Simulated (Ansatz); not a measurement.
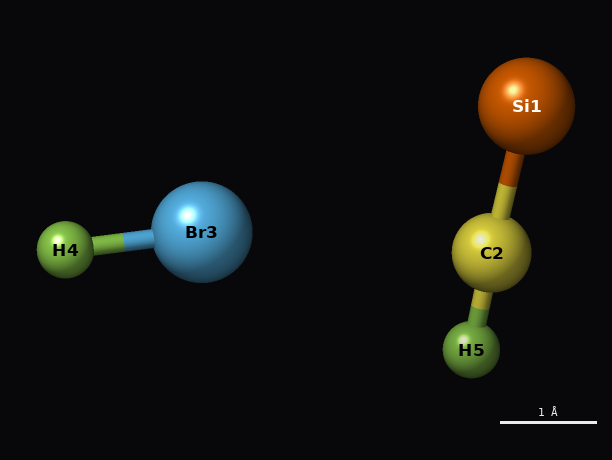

Charge −1, singlet. The computed structure is the end point of a PBE0-D4/def2-TZVPD optimisation. No frequency run is at hand to confirm it as a minimum.

Describe the coordination of atom 2.

Answer. C2 has 2 neighbours (Si1 at 1.64, H5 at 1.08 Å); the arrangement is linear.
